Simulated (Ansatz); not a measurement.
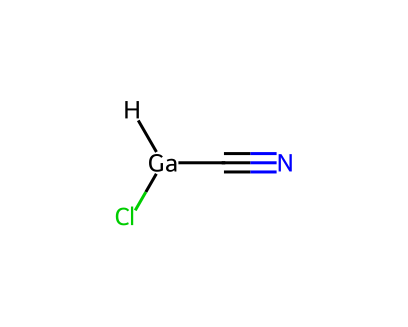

A structural formula.

Write the SMILES.

N#[C][GaH][Cl]

Give the formula, hydrogens included.

CHClGaN.

An optimisation with PBE0-D4/def2-TZVP gave a structure of which point group?

Cs.

The parts below concern this one geometry. Atoms keep their numbers from picture to picture. The geometry was computed by an optimisation with PBE0-D4/def2-TZVP.

**Dipole moment**

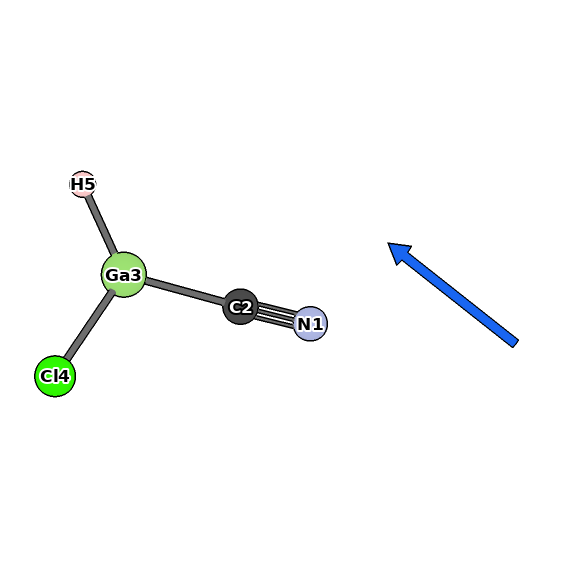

The arrow beside the molecule shows the direction of the dipole moment, from the negative to the positive end (its length means nothing). Level of theory: RKS PBE0-D4/def2-TZVP (Ansatz 0.2.0).

Estimate the dipole moment.

3.18 D; it points from the side of N1 to the side of H5 (the outermost atoms at the two ends).

**Vibrations**

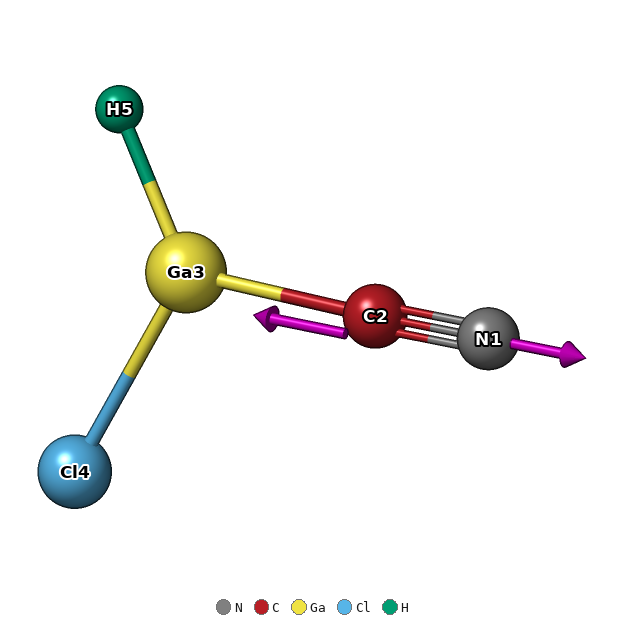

The arrows show one normal mode. Harmonic vibrations computed with RKS PBE0-D4/def2-TZVP (Ansatz 0.2.0) at a stationary point of the same level.

Describe the motion.

Mostly C–N stretching.

At what wavenumber does it lie?

2320 cm⁻¹; it is mode 9 of 9 counted from the lowest.

**Thermal motion**

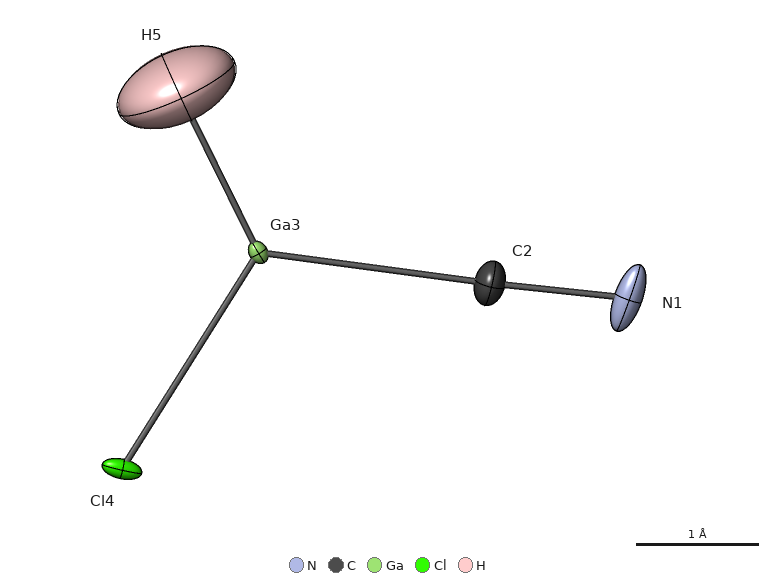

Displacement ellipsoids at the 50 % level, enlarged 2 times, from the internal vibrations of the free molecule (harmonic, no overall translation or rotation; no half-axis is drawn under 0.075 Å). Vibrations computed with RKS PBE0-D4/def2-TZVP (Ansatz 0.2.0). Temperature: 100 K.

Give the displacement parameters, one line for each set of equivalent atoms.

| atom | U_eq (Å²) | rms amplitudes (Å) |
| --- | --- | --- |
| N1 | 0.0040 | 0.037, 0.040, 0.094 |
| C2 | 0.0034 | 0.040, 0.061, 0.071 |
| Ga3 | 0.00042 | 0.006, 0.014, 0.032 |
| Cl4 | 0.0012 | 0.004, 0.026, 0.054 |
| H5 | 0.0249 | 0.094, 0.168, 0.194 |

**Charges**

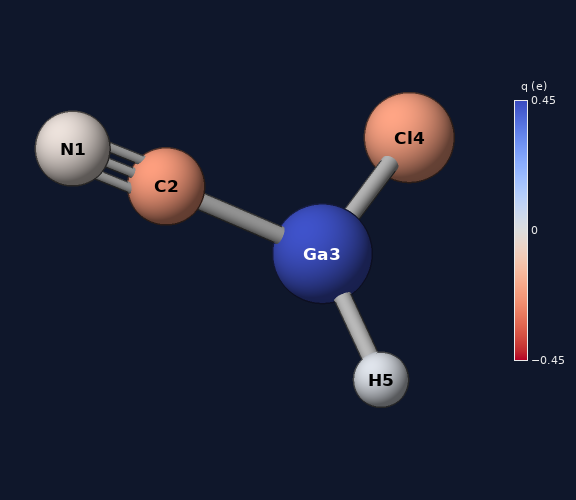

Atoms are coloured by their Mulliken charges. Method: RKS ωB97M-V/def2-TZVPP (Ansatz 0.2.0).

List the Mulliken charges.

```
atom  value (e)
  N1      −0.02
  C2      −0.23
 Ga3       0.44
 Cl4      −0.21
  H5       0.02
```

Mulliken values depend strongly on the basis set and can even reverse the polarity of a bond.
